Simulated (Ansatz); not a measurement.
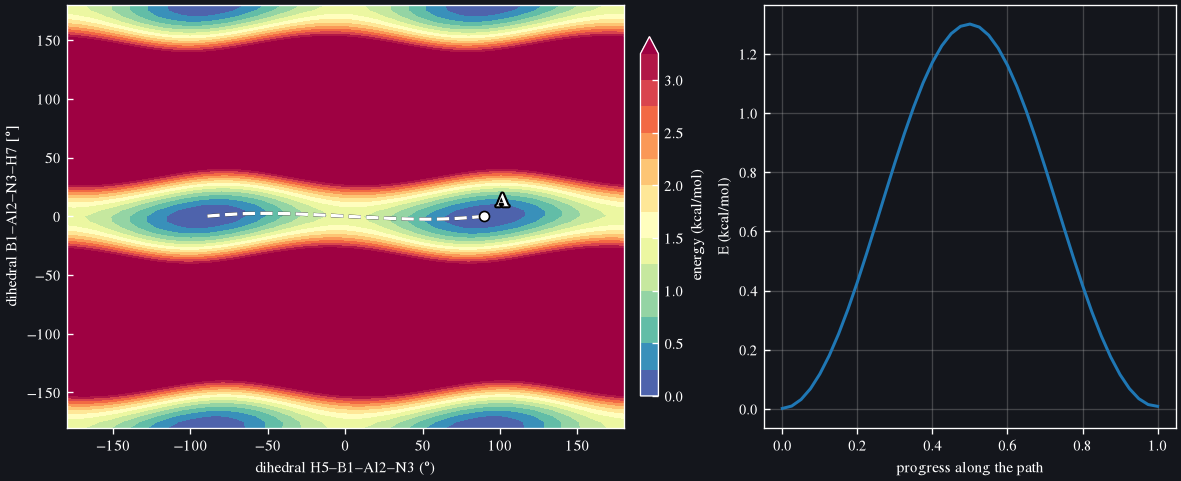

AlBClH4N, SMILES [BH2][Al]([NH2])[Cl]. 
- The first coordinate is: dihedral H5–B1–Al2–N3; the second: dihedral B1–Al2–N3–H7.
- Nothing is relaxed (all other coordinates rigid).
- The scan uses an 18 × 18 grid.
- Energies: kcal/mol, counted from the relaxed molecule at the same level.
- Theory: RHF/def2-SVP (Ansatz 0.2.0).

Drawn: filled contours, a line along the lowest path, one colour for all values above the top of the scale, the energy along the path at the right, the start A. Between grid points the surface is interpolated.

Describe the path and its barrier.

The easiest path leads from the well at about dihedral H5–B1–Al2–N3 = 90°, dihedral B1–Al2–N3–H7 = 0° to a well of about the same depth at about dihedral H5–B1–Al2–N3 = −90°, dihedral B1–Al2–N3–H7 = 0°. Its highest point lies about 1.3 kcal/mol above the bottom of the first well on the interpolated surface, at dihedral H5–B1–Al2–N3 = 0°, dihedral B1–Al2–N3–H7 = 0°. The start is the relaxed structure and all else is held, so a fully relaxed path at this level can only be lower.
